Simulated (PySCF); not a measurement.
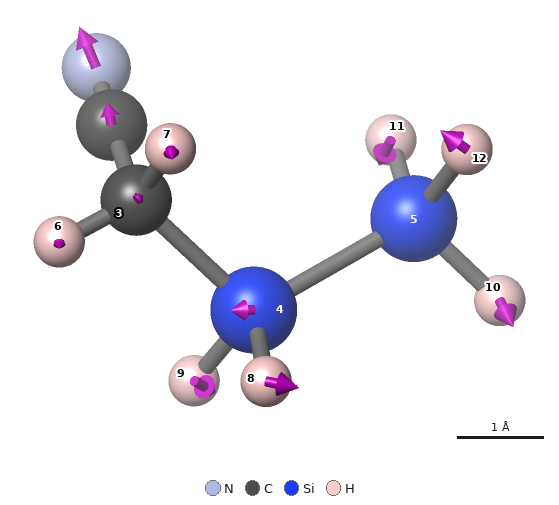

This is a relaxation of C$_{2}$H$_{7}$NSi$_{2}$. The starting structure is drawn; purple arrows show the displacements, magnified 5 times. The two geometries are superimposed by the best rigid fit.

A ball-and-stick model, seen at a tilt.

The start comes from GFN2-xTB. Its atoms were then displaced at random by about 0.01 Å.

Computed with PBE0-D3(BJ)/def2-SVP geometry optimisation, gas phase (PySCF 2.14.0, density-fitted response routines). 

Describe the change and its energy.

The atom that moves furthest after the best rigid fit is the N atom (0.10 Å). Largest moves by element: N 0.10 Å, H 0.10 Å, Si 0.06 Å, C 0.05 Å. Among the contacts that change: Si–Si 2.277 → 2.344 Å, C–Si 1.966 → 1.918 Å, H–Si 1.452 → 1.495 Å, C–N 1.125 → 1.159 Å. Among the angles between lasting bonds that change: C–Si–H 103.1° → 108.4°, Si–Si–H 116.6° → 111.3°, C–Si–H 102.0° → 106.8°. After 5 geometry steps the energy has fallen by 26.5 kJ/mol. Cost: 49 s on 1 thread of Arm Neoverse N1, on a shared host.
